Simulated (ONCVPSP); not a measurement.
**Pseudopotential generation: Os (part 2 of 2)**

The same run, continued: osmium (Os, Z = 76), core [Kr] 4d10 4f14, reference valence 5s2 5p6 5d7 6s1, valence charge 16. Method: ONCV potential, PBE, fully relativistic, made with ONCVPSP 4.0.1.

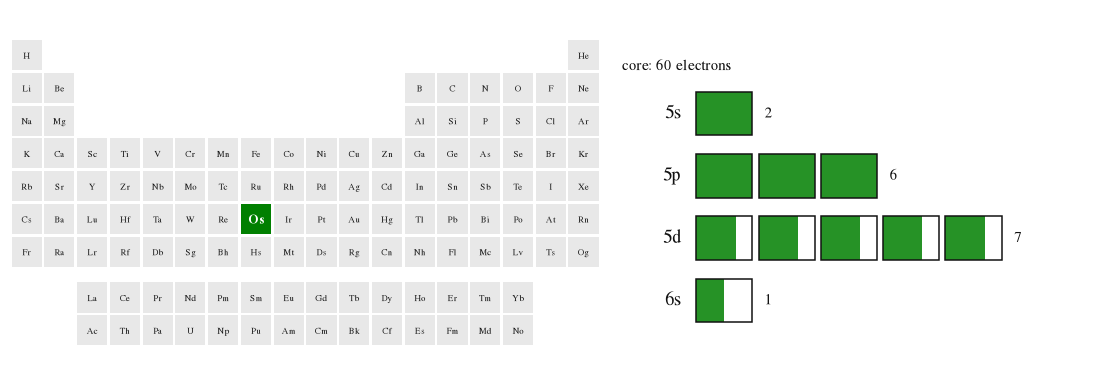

Left, the place of osmium in the periodic table; right, the valence shells of the reference configuration: a box for each of the 2l + 1 orbitals, shaded by the share of the shell that is filled, with the electron count at the right.

**Output (extracts), continued**
```
   l  kap   rcore       rmatch      e in        delta e    norm test   slope test

   0  -1   1.6083050   1.6571367  -3.2700906   0.0000047   1.0002221   1.0002108
   0  -1   1.6083050   1.6571367  -0.2000332   0.0000053   1.0000527   1.0000421

   1  -2   1.5058809   1.5516028  -1.6646510  -0.0001965   1.0001515   1.0000704
   1   1   1.5058809   1.5516028  -2.1105387  -0.0001349   1.0000617   1.0000112
   1  -2   1.5058809   1.5516028   1.6353490   0.0000623   1.0005017   1.0005017
   1   1   1.5058809   1.5516028   1.5671034   0.0001283   1.0007856   1.0007856

   2  -3   1.6083050   1.6571367  -0.1596288  -0.0000897   1.0000141   0.9994774
   2   2   1.6083050   1.6571367  -0.1953633  -0.0000769   1.0000435   0.9995600
   2  -3   1.6083050   1.6571367   0.7403712  -0.0001470   1.0002213   1.0002213
   2   2   1.6083050   1.6571367   0.7241347  -0.0001369   1.0002280   1.0002280

Ghost test for J = L + 1/2

 Testing for bound ghosts
   n   l    E NL Schr. Eq   E Basis Diag.   E Cutoff

   1   0       -3.270086       -3.270070     73.67
   2   0       -0.200028       -0.139085     73.67

   2   1       -1.664660       -1.664605     98.58

   3   2       -0.159632       -0.148697     99.55

 Testing for highly-localized positive-energy ghosts
       l    <radius>/rc     E Basis Diag.   E Cutoff

Ghost test for J = L - 1/2

 Testing for bound ghosts
   n   l    E NL Schr. Eq   E Basis Diag.   E Cutoff

   1   0       -3.270086       -3.270070     73.67
   2   0       -0.200028       -0.139085     73.67

   2   1       -2.110515       -2.110500     98.58

   3   2       -0.195348       -0.187126     99.55

 Testing for highly-localized positive-energy ghosts
       l    <radius>/rc     E Basis Diag.   E Cutoff

Test configuration 0

   n   l kap    f        eae           eps        diff
   1   0  -1  2.0000-2710.91445719
   2   0  -1  2.0000 -471.70092486
   2   1  -2  4.0000 -395.26191426
   2   1   1  2.0000 -451.54117684
   3   0  -1  2.0000 -109.69373130
   3   1  -2  4.0000  -88.41873145
   3   1   1  2.0000 -100.69186486
   3   2  -3  6.0000  -70.71307653
   3   2   2  4.0000  -73.37101216
   4   0  -1  2.0000  -23.07830704
   4   1  -2  4.0000  -16.42041652
   4   1   1  2.0000  -19.30308197
   4   2  -3  6.0000   -9.70036574
   4   2   2  4.0000  -10.23422269
   4   3  -4  8.0000   -1.77013161
   4   3   3  6.0000   -1.87319090
   5   0  -1  2.0000   -3.27009060   -3.27008591    4.68E-06
   5   1  -2  4.0000   -1.66465097   -1.66465993   -8.95E-06
   5   1   1  2.0000   -2.11053873   -2.11051473    2.40E-05
   5   2  -3  4.2000   -0.15962880   -0.15963228   -3.48E-06
   5   2   2  2.8000   -0.19536325   -0.19534815    1.51E-05
   6   0  -1  1.0000   -0.20003318   -0.20002784    5.35E-06

    Total energies and differences
      AE_ref= -1.72817609E+04  AE_tst= -1.72817609E+04  dif=  0.00E+00
      PS_ref= -9.26927038E+01  PS_tst= -9.26927038E+01  dif= -7.11E-14
      PSP excitation error=  7.11E-14

Test configuration 1

   n   l kap    f        eae           eps        diff
   1   0  -1  2.0000-2711.00019954
   2   0  -1  2.0000 -471.79114270
   2   1  -2  4.0000 -395.35208969
   2   1   1  2.0000 -451.63104632
   3   0  -1  2.0000 -109.78309265
   3   1  -2  4.0000  -88.50807363
   3   1   1  2.0000 -100.78125167
   3   2  -3  6.0000  -70.80278042
   3   2   2  4.0000  -73.46075333
   4   0  -1  2.0000  -23.16735095
   4   1  -2  4.0000  -16.50957219
   4   1   1  2.0000  -19.39216235
   4   2  -3  6.0000   -9.78973747
   4   2   2  4.0000  -10.32355909
   4   3  -4  8.0000   -1.85930450
   4   3   3  6.0000   -1.96238892
   5   0  -1  2.0000   -3.35651429   -3.35458483    1.93E-03
   5   1  -2  4.0000   -1.74419855   -1.74448520   -2.87E-04
   5   1   1  2.0000   -2.19377536   -2.19347315    3.02E-04
   5   2  -3  3.6000   -0.21511606   -0.21556012   -4.44E-04
   5   2   2  2.4000   -0.25359874   -0.25403473   -4.36E-04
   6   0  -1  2.0000   -0.22615178   -0.22584511    3.07E-04

    Total energies and differences
      AE_ref= -1.72817609E+04  AE_tst= -1.72817722E+04  dif= -1.13E-02
      PS_ref= -9.26927038E+01  PS_tst= -9.27036934E+01  dif= -1.10E-02
      PSP excitation error= -3.40E-04

Test configuration 2

   n   l kap    f        eae           eps        diff
   1   0  -1  2.0000-2711.29735662
   2   0  -1  2.0000 -472.08568715
   2   1  -2  4.0000 -395.64665424
   2   1   1  2.0000 -451.92579370
   3   0  -1  2.0000 -110.07790234
   3   1  -2  4.0000  -88.80289041
   3   1   1  2.0000 -101.07605672
   3   2  -3  6.0000  -71.09742341
   3   2   2  4.0000  -73.75538147
   4   0  -1  2.0000  -23.46234966
   4   1  -2  4.0000  -16.80452109
   4   1   1  2.0000  -19.68714229
   4   2  -3  6.0000  -10.08457001
   4   2   2  4.0000  -10.61840901
   4   3  -4  8.0000   -2.15413192
   4   3   3  6.0000   -2.25721429
   5   0  -1  2.0000   -3.65197795   -3.65154694    4.31E-04
   5   1  -2  4.0000   -2.04088699   -2.04116672   -2.80E-04
   5   1   1  2.0000   -2.48989741   -2.48997634   -7.89E-05
   5   2  -3  3.6000   -0.50383942   -0.50408097   -2.42E-04
   5   2   2  2.4000   -0.54392832   -0.54416083   -2.33E-04
   6   0  -1  1.0000   -0.48299996   -0.48283756    1.62E-04

    Total energies and differences
      AE_ref= -1.72817609E+04  AE_tst= -1.72814200E+04  dif=  3.41E-01
      PS_ref= -9.26927038E+01  PS_tst= -9.23517001E+01  dif=  3.41E-01
      PSP excitation error= -8.68E-05

Test configuration 3

   n   l kap    f        eae           eps        diff
   1   0  -1  2.0000-2711.63553580
   2   0  -1  2.0000 -472.42035044
   2   1  -2  4.0000 -395.98135012
   2   1   1  2.0000 -452.26074656
   3   0  -1  2.0000 -110.41258424
   3   1  -2  4.0000  -89.13757564
   3   1   1  2.0000 -101.41075104
   3   2  -3  6.0000  -71.43192789
   3   2   2  4.0000  -74.08987663
   4   0  -1  2.0000  -23.79713782
   4   1  -2  4.0000  -17.13923329
   4   1   1  2.0000  -20.02190546
   4   2  -3  6.0000  -10.41911704
   4   2   2  4.0000  -10.95298420
   4   3  -4  8.0000   -2.48853402
   4   3   3  6.0000   -2.59162645
   5   0  -1  2.0000   -3.98625587   -3.98827882   -2.02E-03
   5   1  -2  4.0000   -2.37533494   -2.37589070   -5.56E-04
   5   1   1  2.0000   -2.82438333   -2.82529576   -9.12E-04
   5   2  -3  3.6000   -0.82551521   -0.82565763   -1.42E-04
   5   2   2  2.4000   -0.86754408   -0.86769067   -1.47E-04
   6   0  -1  0.0000   -0.76408647   -0.76408647    0.00E+00

    Total energies and differences
      AE_ref= -1.72817609E+04  AE_tst= -1.72807982E+04  dif=  9.63E-01
      PS_ref= -9.26927038E+01  PS_tst= -9.17299228E+01  dif=  9.63E-01
      PSP excitation error= -1.04E-04

Test configuration 4

   n   l kap    f        eae           eps        diff
   1   0  -1  2.0000-2711.14314444
   2   0  -1  2.0000 -471.93289507
   2   1  -2  4.0000 -395.49385061
   2   1   1  2.0000 -451.77288954
   3   0  -1  2.0000 -109.92500235
   3   1  -2  4.0000  -88.64998724
   3   1   1  2.0000 -100.92315724
   3   2  -3  6.0000  -70.94460899
   3   2   2  4.0000  -73.60257398
   4   0  -1  2.0000  -23.30936326
   4   1  -2  4.0000  -16.65156285
   4   1   1  2.0000  -19.53416609
   4   2  -3  6.0000   -9.93167608
   4   2   2  4.0000  -10.46550507
   4   3  -4  8.0000   -2.00125562
   4   3   3  6.0000   -2.10433773
   5   0  -1  2.0000   -3.49885998   -3.49757210    1.29E-03
   5   1  -2  4.0000   -1.88725527   -1.88751220   -2.57E-04
   5   1   1  2.0000   -2.33649077   -2.33633240    1.58E-04
   5   2  -3  3.6000   -0.35481193   -0.35514808   -3.36E-04
   5   2   2  2.4000   -0.39405075   -0.39437685   -3.26E-04
   6   0  -1  1.5000   -0.35108643   -0.35082419    2.62E-04

    Total energies and differences
      AE_ref= -1.72817609E+04  AE_tst= -1.72816282E+04  dif=  1.33E-01
      PS_ref= -9.26927038E+01  PS_tst= -9.25598477E+01  dif=  1.33E-01
      PSP excitation error= -1.96E-04
```

**Summary**

- outcome: generated
- cutoffs needed: 27 Ha and 46 Ha (the cutoffs at which the residual kinetic energy of the hardest occupied pseudo-wave falls to 1 and 0.1 mHa per electron)
- ghost test: no bound ghost flagged; no localised positive-energy state flagged
- largest excitation error: -9.3 meV (all-electron minus pseudo) for 5s2 5p6 5d6 6s2, out of 4 test configurations
- rms error of d²Exc/dni dnj: 9.52 mHa without and 2.45 mHa with the model core
- range over which the phases arctan(r R′/R) at the test radius agree within 0.05 rad (a looser test near the poles than one of phase shifts): s: over the whole range computed; p3/2: over the whole range computed; p1/2: over the whole range computed; d5/2: over the whole range computed; d3/2: over the whole range computed; f7/2: not judged, local potential alone; f5/2: not judged, local potential alone
- hardware: 1 CPU thread, shared host
- wall time: 8.5 s
